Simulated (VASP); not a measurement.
# Which face does Ca expose?, part 2 of 4

Which face of Ca is cheapest, and which holds its electrons hardest?

VASP 6.6.1; PBEsol; plane waves and PAW (Ca_pv).

So far. Step 3 (The bulk reference, job self-consistent run, k-mesh …): The run ends at a pressure of -0.05 GPa.

## Step 4: Relaxing the slab, 7 atoms, face Ca(111)

System of this step: Ca(111). The cell holds 7 atoms: 7 Ca. Its edges and angles: a = 3.859 Å, b = 3.859 Å, c = 33.903 Å, α = 90.0°, β = 90.0°, γ = 60.0°. It derives from Ca. 7 layers of fcc Ca, cut at this functional's lattice. Vacuum lies along c.

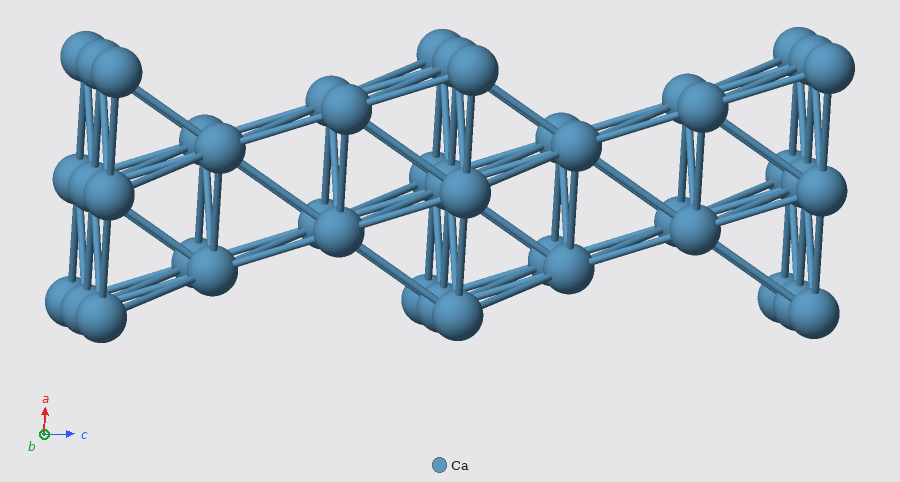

The cell of this step (calcium blue). 2×2×1 cells are drawn. Some periodic images of atoms are drawn too.

All atoms relax at the fixed cell.

Contents of INCAR:

```
SYSTEM = Ca
PREC = Normal
ENCUT = 320
EDIFF = 1E-05
NELM = 120
ISMEAR = 1
SIGMA = 0.15
LREAL = .FALSE.
ALGO = Fast
GGA = PS
NBANDS = 35
LORBIT = 11
LWAVE = .FALSE.
LCHARG = .FALSE.
KPAR = 4
IBRION = 2
NSW = 40
ISIF = 2
EDIFFG = -0.03
POTIM = 0.4
MAXMIX = 40
```

Contents of POSCAR:

```
Ca
1.0
    3.8585670989      0.0000000000      0.0000000000
    1.9292835495      3.3416171299      0.0000000000
    0.0000000000      0.0000000000     33.9030410612
Ca
7
Direct
    0.0000000000      0.0000000000      0.2212190900
    0.3333333300      0.3333333300      0.3141460600
    0.6666666700      0.6666666700      0.4070730300
    0.0000000000      0.0000000000      0.5000000000
    0.3333333300      0.3333333300      0.5929269700
    0.6666666700      0.6666666700      0.6858539400
    0.0000000000      0.0000000000      0.7787809100
```

Contents of KPOINTS:

```
Automatic mesh
0
Gamma
9 9 1
0 0 0
```

The projector-augmented-wave data sets are Ca_pv (PBE family, release 64).

Run with:

```console
> mpirun -np 4 vasp_std
```

The log of the run:

```text
[banner, memory and clock lines left out]
running    4 mpi-ranks, on    1 nodes
 distrk:  each k-point on    1 cores,    4 groups
 distr:  one band on    1 cores,    1 groups

 POSCAR found type information on POSCAR Ca
 POSCAR found :  1 types and       7 ions
 [... a notice as in an earlier step ...]

 LDA part: xc-table for (Slater+PW92), standard interpolation
 POSCAR, INCAR and KPOINTS ok, starting setup
 FFT: planning ... GRIDC
 FFT: planning ... GRID_SOFT
 FFT: planning ... GRID
 WAVECAR not read
 entering main loop
       N       E                     dE             d eps       ncg     rms          rms(c)
DAV:   1     0.457049069391E+03    0.45705E+03   -0.19295E+04   928   0.148E+03
DAV:   2     0.529437952521E+02   -0.40411E+03   -0.40185E+03   848   0.408E+02
DAV:   3    -0.962823246211E+01   -0.62572E+02   -0.61832E+02  1066   0.177E+02
DAV:   4    -0.145650031751E+02   -0.49368E+01   -0.48554E+01  1184   0.543E+01
DAV:   5    -0.148674927622E+02   -0.30249E+00   -0.29873E+00  1400   0.127E+01    0.248E+00
RMM:   6    -0.187917831036E+02   -0.39243E+01   -0.13375E+01  1036   0.118E+01    0.456E+00
RMM:   7    -0.140542022692E+02    0.47376E+01   -0.12403E+00   962   0.779E+00    0.140E+00
RMM:   8    -0.139854768266E+02    0.68725E-01   -0.52969E-01  1012   0.315E+00    0.717E-01
RMM:   9    -0.139886006569E+02   -0.31238E-02   -0.40395E-01  1204   0.202E+00    0.309E-01
RMM:  10    -0.139987859442E+02   -0.10185E-01   -0.11043E-01  1212   0.104E+00    0.194E-01
RMM:  11    -0.140042843267E+02   -0.54984E-02   -0.27468E-02  1160   0.517E-01    0.176E-01
RMM:  12    -0.140037255760E+02    0.55875E-03   -0.22583E-02  1040   0.431E-01    0.122E-01
RMM:  13    -0.140028085799E+02    0.91700E-03   -0.53109E-03  1274   0.244E-01    0.315E-02
RMM:  14    -0.140033171489E+02   -0.50857E-03   -0.20367E-03   954   0.118E-01    0.174E-02
RMM:  15    -0.140033666650E+02   -0.49516E-04   -0.83708E-04   850   0.736E-02    0.147E-02
RMM:  16    -0.140033357567E+02    0.30908E-04   -0.42585E-04   810   0.527E-02    0.662E-03
RMM:  17    -0.140033480389E+02   -0.12282E-04   -0.15589E-04   781   0.405E-02    0.602E-03
RMM:  18    -0.140033820385E+02   -0.34000E-04   -0.36046E-05   739   0.298E-02    0.417E-03
RMM:  19    -0.140034263960E+02   -0.44357E-04   -0.58174E-06   661   0.229E-02    0.249E-03
RMM:  20    -0.140034898331E+02   -0.63437E-04    0.74004E-06   635   0.212E-02    0.195E-03
RMM:  21    -0.140035039762E+02   -0.14143E-04    0.14069E-05   574   0.144E-02    0.589E-04
RMM:  22    -0.140035096069E+02   -0.56307E-05    0.87247E-06   573   0.149E-02
   1 F= -.14003510E+02 E0= -.14002112E+02  d E =-.140035E+02
 curvature:   0.00 expect dE= 0.000E+00 dE for cont linesearch  0.000E+00
 trial: gam= 0.00000 g(F)=  0.663E-03 g(S)=  0.000E+00 ort = 0.000E+00 (trialstep = 0.100E+01)
 search vector abs. value=  0.663E-03
 bond charge predicted
       N       E                     dE             d eps       ncg     rms          rms(c)
DAV:   1    -0.140039559289E+02   -0.45195E-03   -0.39015E-02  1245   0.194E+00    0.342E-02
RMM:   2    -0.140040689933E+02   -0.11306E-03   -0.15767E-03   992   0.306E-01    0.146E-02
RMM:   3    -0.140041278363E+02   -0.58843E-04   -0.67936E-04  1148   0.156E-01    0.811E-03
RMM:   4    -0.140041442418E+02   -0.16406E-04   -0.10895E-04   880   0.586E-02    0.101E-02
RMM:   5    -0.140041464177E+02   -0.21758E-05   -0.19757E-05   558   0.333E-02
   2 F= -.14004146E+02 E0= -.14002762E+02  d E =-.636811E-03
[...]
3 F= -.14005789E+02 E0= -.14004376E+02  d E =-.227974E-02
 curvature:  -2.72 expect dE=-0.750E-03 dE for cont linesearch -0.723E-03
 ZBRENT: increasing intervall
 opt :  10.0000  next Energy=   -14.007325 (dE=-0.382E-02)
 bond charge predicted
       N       E                     dE             d eps       ncg     rms          rms(c)
DAV:   1    -0.140009583151E+02    0.48285E-02   -0.13727E+00  1245   0.116E+01    0.202E-01
RMM:   2    -0.140051966486E+02   -0.42383E-02   -0.60126E-02  1017   0.191E+00    0.542E-02
RMM:   3    -0.140073914536E+02   -0.21948E-02   -0.19851E-02  1215   0.801E-01    0.367E-02
RMM:   4    -0.140076561890E+02   -0.26474E-03   -0.25580E-03  1254   0.277E-01    0.511E-02
RMM:   5    -0.140077120863E+02   -0.55897E-04   -0.56439E-04  1113   0.105E-01    0.641E-02
RMM:   6    -0.140077235981E+02   -0.11512E-04   -0.10934E-04   801   0.518E-02    0.686E-02
RMM:   7    -0.140077279258E+02   -0.43277E-05   -0.33154E-05   632   0.355E-02
   4 F= -.14007728E+02 E0= -.14006270E+02  d E =-.421832E-02
 curvature:  -5.77 expect dE=-0.427E-03 dE for cont linesearch -0.695E-04
 trial: gam=-0.02326 g(F)=  0.739E-04 g(S)=  0.000E+00 ort = 0.893E-04 (trialstep = 0.280E+01)
 search vector abs. value=  0.701E-04
 reached required accuracy - stopping structural energy minimisation
```

Wall time 91 s (4 MPI ranks of AMD EPYC 7R43, shared host); peak memory 0.94 GiB.

OUTCAR, selected parts (step 4):

```text
  LATTYP: Found a hexagonal cell.
 ALAT       =     3.8585670990
 C/A-ratio  =     8.7864329404

 Subroutine GETGRP returns: Found 12 space group operations
 (whereof 12 operations were pure point group operations)

The static configuration has the point symmetry D_3d.

 Found     12 irreducible k-points:

   k-points           NKPTS =     12   k-points in BZ     NKDIM =     12   number of bands    NBANDS=     35

   dimension x,y,z NGX =    18 NGY =   18 NGZ =  150
   dimension x,y,z NGXF=    36 NGYF=   36 NGZF=  300

   ENCUT  =  320.0 eV  23.52 Ry    4.85 a.u.   5.63  5.63 49.45*2*pi/ulx,y,z

   NELECT =      56.0000    total number of electrons

 E-fermi :   0.5530

 k-point     1 :       0.0000    0.0000    0.0000
  band No.  band energies     occupation
    ...
     25      -2.5242      2.00000
     26      -1.9616      2.00000
     27      -1.3598      2.00000
     28      -0.7882      2.00000
     29       0.4357      1.97075
     30       0.7051     -0.05301
     31       1.0656     -0.00002
     32       1.4229     -0.00000
     33       1.8454     -0.00000
     34       2.2399     -0.00000
    ...

 k-point     2 :       0.1111    0.0000    0.0000
  band No.  band energies     occupation
    ...
     25      -2.3426      2.00000
     26      -1.7847      2.00000
     27      -1.1862      2.00000
     28      -0.6115      2.00000
     29       0.4667      1.81750
     30       0.7708     -0.05946
     31       1.1295     -0.00000
     32       1.4615     -0.00000
     33       1.8276     -0.00000
     34       2.1894     -0.00000
    ...

  Total        0.0391084      0.0391084     -0.3855774      0.0000000     -0.0000000     -0.0000000
  in kB        0.1433373      0.1433373     -1.4131907      0.0000000     -0.0000000     -0.0000000
  external PRESSURE =      -0.3755054 kB  Pullay stress =       0.0000000 kB

  energy-cutoff  :      320.00
  volume of cell :      437.14
      direct lattice vectors                 reciprocal lattice vectors
     3.858567099  0.000000000  0.000000000     0.259163564 -0.149628153  0.000000000
     1.929283550  3.341617130  0.000000000     0.000000000  0.299256306  0.000000000
     0.000000000  0.000000000 33.903041061     0.000000000  0.000000000  0.029495879

 POSITION                                       TOTAL-FORCE (eV/Angst)
 -----------------------------------------------------------------------------------
      1.92928      3.34162      7.52625         0.000000      0.000000      0.019138
      1.92928      1.11387     10.62706         0.000000      0.000000      0.008590
      3.85857      2.22774     13.79461        -0.000000      0.000000     -0.022752
      1.92928      3.34162     16.95152        -0.000000      0.000000      0.000000
      1.92928      1.11387     20.10843         0.000000      0.000000      0.022752
      3.85857      2.22774     23.27598        -0.000000     -0.000000     -0.008590
      1.92928      3.34162     26.37679        -0.000000     -0.000000     -0.019138
 -----------------------------------------------------------------------------------
    total drift:                                0.000000      0.000000     -0.000000

  FREE ENERGIE OF THE ION-ELECTRON SYSTEM (eV)
  ---------------------------------------------------
  free  energy   TOTEN  =       -14.0077279258 eV

  energy  without entropy=      -14.0033526730  energy(sigma->0) =      -14.00626951

 total charge
# of ion       s       p       d       tot
------------------------------------------
    1        0.343   6.096   0.237   6.676
    2        0.328   6.115   0.269   6.711
    3        0.326   6.116   0.261   6.703
    4        0.325   6.117   0.261   6.703
    5        0.326   6.116   0.261   6.703
    6        0.328   6.115   0.269   6.711
    7        0.343   6.096   0.237   6.676
--------------------------------------------------
tot          2.318  42.771   1.795  46.883

[... 1 part as in an earlier step ...]

[... 7 further parts left out ...]
```

CONTCAR:

```
Ca
   1.00000000000000
     3.8585670989000000    0.0000000000000000    0.0000000000000000
     1.9292835495000000    3.3416171298999999    0.0000000000000000
     0.0000000000000000    0.0000000000000000   33.9030410611999997
  Ca
     7
Direct
     0.0000000000000000    1.0000000000000000    0.2219933939647370
     0.3333333300000021    0.3333333300000021    0.3134545148077509
     0.6666666699999979    0.6666666699999979    0.4068841072709508
     0.0000000000000000    1.0000000000000000    0.5000000000000000
     0.3333333300000021    0.3333333300000021    0.5931158927290492
     0.6666666699999979    0.6666666699999979    0.6865454851922492
     0.0000000000000000    1.0000000000000000    0.7780066060352629
```

The run keeps the 12 symmetry operations of its start, so it cannot find a distortion of lower symmetry.

Relaxation path:

```tsv
step	energy less that of the first step (eV)	largest force (eV/Å)
1	0.0000	0.0680
2	-0.0006	0.0622
3	-0.0023	0.0473
4	-0.0042	0.0228
```

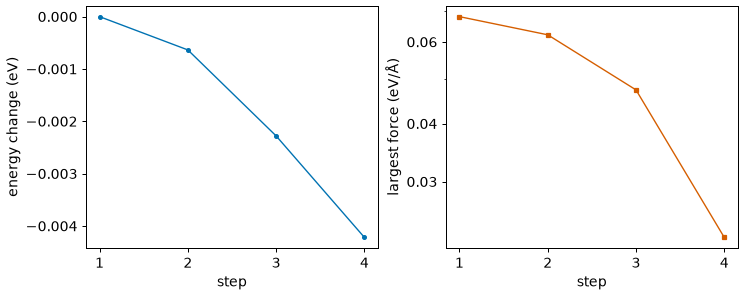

Energy and largest force along the relaxation.

The atoms that moved most (Å):

```tsv
atom	dx	dy	dz	length
Ca1	0.000	0.000	0.026	0.026
Ca7	0.000	0.000	-0.026	0.026
Ca6	0.000	0.000	0.023	0.023
Ca2	0.000	0.000	-0.023	0.023
Ca3	0.000	0.000	-0.006	0.006
Ca5	0.000	0.000	0.006	0.006
```

The relaxed structure:

```cif
data_structure
_symmetry_space_group_name_H-M 'P 1'
_symmetry_Int_Tables_number 1
_cell_length_a 3.8586
_cell_length_b 3.8586
_cell_length_c 33.9030
_cell_angle_alpha 90.000
_cell_angle_beta 90.000
_cell_angle_gamma 60.000
_cell_volume 437.14
loop_
_atom_site_label
_atom_site_type_symbol
_atom_site_fract_x
_atom_site_fract_y
_atom_site_fract_z
_atom_site_occupancy
Ca1 Ca 0.00000 0.00000 0.22199 1
Ca2 Ca 0.33333 0.33333 0.31345 1
Ca3 Ca 0.66667 0.66667 0.40688 1
Ca4 Ca 0.00000 0.00000 0.50000 1
Ca5 Ca 0.33333 0.33333 0.59312 1
Ca6 Ca 0.66667 0.66667 0.68655 1
Ca7 Ca 0.00000 0.00000 0.77801 1
```

This step gave:

| Quantity | Value |
| --- | --- |
| electronic cycles | 40 |
| electrons | 56 |
| free energy (TOTEN) | -14.01 eV |
| energy at zero smearing | -14.01 eV |
| Fermi energy | 0.553 eV |

The run ended after 4 ionic steps, 0.004 eV below its first step, once the forces on the free atoms met EDIFFG = -0.03.

## Step 5: Vacuum level and density of states, 7 atoms, face Ca(111)

A static run writes the electrostatic potential without exchange and correlation (LVHAR), which is flat in the vacuum and gives the level to count from. The dipole correction cancels the field that unlike faces would set up across the vacuum.

Contents of INCAR:

```
SYSTEM = Ca
PREC = Normal
ENCUT = 320
EDIFF = 1E-06
NELM = 120
ISMEAR = 1
SIGMA = 0.15
LREAL = .FALSE.
ALGO = Fast
GGA = PS
NBANDS = 35
LORBIT = 11
LWAVE = .FALSE.
LCHARG = .TRUE.
KPAR = 4
IDIPOL = 3
LDIPOL = .TRUE.
DIPOL = 0.5 0.5 0.5
LVHAR = .TRUE.
LVACPOTAV = .TRUE.
NEDOS = 1500
```

Contents of POSCAR:

```
Ca
1.0
    3.8585670989      0.0000000000      0.0000000000
    1.9292835495      3.3416171299      0.0000000000
    0.0000000000      0.0000000000     33.9030410612
Ca
7
Direct
    0.0000000000      0.0000000000      0.2219933940
    0.3333333300      0.3333333300      0.3134545148
    0.6666666700      0.6666666700      0.4068841073
    0.0000000000      0.0000000000      0.5000000000
    0.3333333300      0.3333333300      0.5931158927
    0.6666666700      0.6666666700      0.6865454852
    0.0000000000      0.0000000000      0.7780066060
```

KPOINTS is that of step 4.

Run with:

```console
> mpirun -np 4 vasp_std
```

The log of the run:

```text
[... set-up lines as in an earlier step ...]
 entering main loop
       N       E                     dE             d eps       ncg     rms          rms(c)
DAV:   1     0.457870975950E+03    0.45787E+03   -0.19285E+04   912   0.148E+03
DAV:   2     0.527525143447E+02   -0.40512E+03   -0.40285E+03   848   0.407E+02
DAV:   3    -0.979948894800E+01   -0.62552E+02   -0.61805E+02  1088   0.177E+02
DAV:   4    -0.146107001944E+02   -0.48112E+01   -0.47296E+01  1232   0.536E+01
DAV:   5    -0.148707540931E+02   -0.26005E+00   -0.25682E+00  1360   0.116E+01    0.248E+00
RMM:   6    -0.182169636067E+02   -0.33462E+01   -0.12181E+01  1165   0.113E+01    0.442E+00
RMM:   7    -0.140640952325E+02    0.41529E+01   -0.10878E+00  1099   0.715E+00    0.139E+00
RMM:   8    -0.139945488513E+02    0.69546E-01   -0.50096E-01  1157   0.306E+00    0.718E-01
RMM:   9    -0.139954040942E+02   -0.85524E-03   -0.34989E-01  1352   0.196E+00    0.332E-01
RMM:  10    -0.140045469686E+02   -0.91429E-02   -0.91769E-02  1273   0.102E+00    0.223E-01
RMM:  11    -0.140117218324E+02   -0.71749E-02   -0.29321E-02  1279   0.598E-01    0.224E-01
RMM:  12    -0.140068854653E+02    0.48364E-02   -0.19273E-02  1164   0.481E-01    0.104E-01
RMM:  13    -0.140069948428E+02   -0.10938E-03   -0.55379E-03  1406   0.252E-01    0.379E-02
RMM:  14    -0.140075724335E+02   -0.57759E-03   -0.20304E-03  1245   0.131E-01    0.226E-02
RMM:  15    -0.140075675156E+02    0.49179E-05   -0.99972E-04  1355   0.775E-02    0.153E-02
RMM:  16    -0.140075489586E+02    0.18557E-04   -0.43336E-04  1232   0.568E-02    0.844E-03
RMM:  17    -0.140075708751E+02   -0.21916E-04   -0.16565E-04  1182   0.296E-02    0.705E-03
RMM:  18    -0.140076093895E+02   -0.38514E-04   -0.54023E-05   950   0.236E-02    0.413E-03
RMM:  19    -0.140076385645E+02   -0.29175E-04   -0.10257E-05   935   0.149E-02    0.211E-03
RMM:  20    -0.140076883625E+02   -0.49798E-04   -0.56689E-06   893   0.120E-02    0.123E-03
RMM:  21    -0.140077139149E+02   -0.25552E-04    0.24100E-06   881   0.985E-03    0.783E-04
RMM:  22    -0.140077231685E+02   -0.92535E-05    0.12543E-06   772   0.697E-03    0.443E-04
RMM:  23    -0.140077249797E+02   -0.18112E-05    0.21969E-06   763   0.611E-03    0.257E-04
RMM:  24    -0.140077250711E+02   -0.91462E-07    0.12687E-06   710   0.480E-03
 -----------------------------------------------------------------------------
|                                                                             |
|           W    W    AA    RRRRR   N    N  II  N    N   GGGG   !!!           |
|           W    W   A  A   R    R  NN   N  II  NN   N  G    G  !!!           |
|           W    W  A    A  R    R  N N  N  II  N N  N  G       !!!           |
|           W WW W  AAAAAA  RRRRR   N  N N  II  N  N N  G  GGG   !            |
|           WW  WW  A    A  R   R   N   NN  II  N   NN  G    G                |
|           W    W  A    A  R    R  N    N  II  N    N   GGGG   !!!           |
|                                                                             |
|     Did not find any points to average over, which means that no vacuum     |
|     field-free region was found. Please increase the size of  your cell     |
|     in the dimension of the dipole correction to obtain accurate            |
|     workfunction values.                                                    |
|                                                                             |
 -----------------------------------------------------------------------------

   1 F= -.14007725E+02 E0= -.14006262E+02  d E =-.438911E-02
```

Elapsed: 50 s, on 4 MPI ranks; peak memory 0.84 GiB; 3.3 min of CPU time.

Parts of OUTCAR (step 5):

```text
   NELECT =      56.0000    total number of electrons

 dipolmoment           0.000000      0.000000     -0.000000 electrons x Angstroem

 E-fermi :   0.5522

 k-point     1 :       0.0000    0.0000    0.0000
  band No.  band energies     occupation
    ...
     25      -2.5248      2.00000
     26      -1.9623      2.00000
     27      -1.3605      2.00000
     28      -0.7889      2.00000
     29       0.4352      1.96950
     30       0.7049     -0.05379
     31       1.0651     -0.00001
     32       1.4221     -0.00000
     33       1.8282     -0.00000
     34       2.2361     -0.00000
    ...

  Total        0.0584154      0.0584154     -0.3627442      0.0000000      0.0000000     -0.0000000
  in kB        0.2141001      0.2141001     -1.3295041      0.0000000      0.0000000     -0.0000000
  external PRESSURE =      -0.3004347 kB  Pullay stress =       0.0000000 kB

 POSITION                                       TOTAL-FORCE (eV/Angst)
 -----------------------------------------------------------------------------------
      0.00000      0.00000      7.52625        -0.000000     -0.000000      0.025815
      1.92928      1.11387     10.62706        -0.000000     -0.000000      0.000305
      3.85857      2.22774     13.79461         0.000000      0.000000     -0.024937
      0.00000      0.00000     16.95152        -0.000000     -0.000000      0.000000
      1.92928      1.11387     20.10843        -0.000000     -0.000000      0.024937
      3.85857      2.22774     23.27598         0.000000      0.000000     -0.000305
      0.00000      0.00000     26.37679        -0.000000     -0.000000     -0.025815
 -----------------------------------------------------------------------------------
    total drift:                                0.000000      0.000000     -0.000000

  FREE ENERGIE OF THE ION-ELECTRON SYSTEM (eV)
  ---------------------------------------------------
  free  energy   TOTEN  =       -14.0077250711 eV

  energy  without entropy=      -14.0033359589  energy(sigma->0) =      -14.00626203

 vacuum level on the upper side and lower side of the slab         3.550         3.550

[... 7 parts as in an earlier step ...]

[... 10 further parts left out ...]
```

Numbers from this step:

* electronic cycles: 24
* Fermi energy: 0.5522 eV
* dipole moment: 0, 0, 0 e·Å
* vacuum levels: 3.55, 3.55 eV
* work functions of the upper and lower face: 2.998, 2.998 eV

The planar average of the electrostatic potential oscillates, so the rows of the table below give means over windows of 3.16 Å about each position, cut where the curve ends. Its maxima inside the range that stand out by 2 % of the span (Å: eV): 9.0: 1.48, 12.2: 1.65, 15.4: 1.65, 18.5: 1.65, 21.7: 1.65, 24.9: 1.48. Its minima: 7.5: -7.44, 10.6: -7.29, 13.8: -7.32, 17.0: -7.33, 20.1: -7.32, 23.3: -7.29, 26.4: -7.44.

Zero at the Fermi level. Table of planar average of the electrostatic potential by height; means over each step:

```tsv
height (Å)	planar average of the electrostatic potential (eV)
1.58	3.00
4.74	2.48
7.90	-2.55
11.06	-2.28
14.22	-2.29
17.38	-2.29
20.54	-2.29
23.70	-2.33
26.86	-2.46
30.02	2.89
33.18	3.00
```

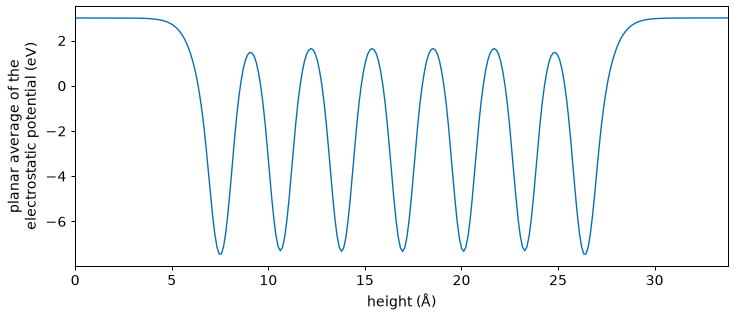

Planar average of the electrostatic potential against height.

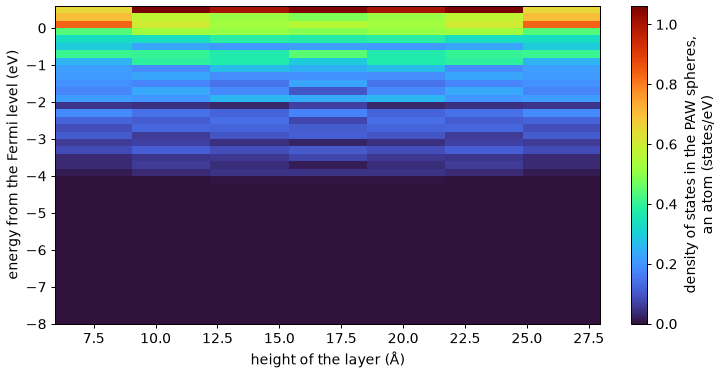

Density of states in the PAW spheres, an atom over height of the layer and energy from the Fermi level.

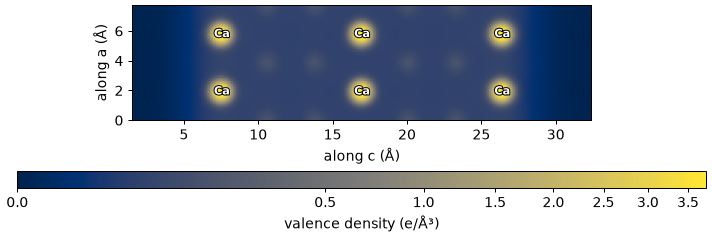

Valence density in the ca plane at fractional y = 0.000, with atoms of Ca within 0.2 Å of it. It is the smooth field of the valence electrons, not physical close to the nuclei. The map starts off the cell's origin, so that atoms lie inside it. The colour scale is stretched toward low values. The far vacuum is left out of the map.

The map of layer states is cut here 0.5 eV above the Fermi level, so it leaves out the states above that.

The vacuum level lies 3.00 eV above the Fermi level at the upper face; both faces agree, as the slab has next to no dipole.

The program found no field-free point at its default tolerance, but its printed level agrees with the flat part of the planar average.

On this mesh the fine structure of the density of states is sampling noise, and high empty states may be cut by the number of bands.

(Part 2 of 4 ends here.)

[Lines on the potential files, build, host, timing and source positions are cut from VASP's logs without a mark.]

[Logs are printed without paths, hosts, clocks, repeated set-up lines and the standing remarks that a program may print on its own settings, such as how far it seeks lower states.]

[Hosts, paths, dates, database ids (printed as entryN), source tags and the programs' standing remarks are cut or masked in the printed files.]

[Runs that stopped without an error message from VASP are left out.]
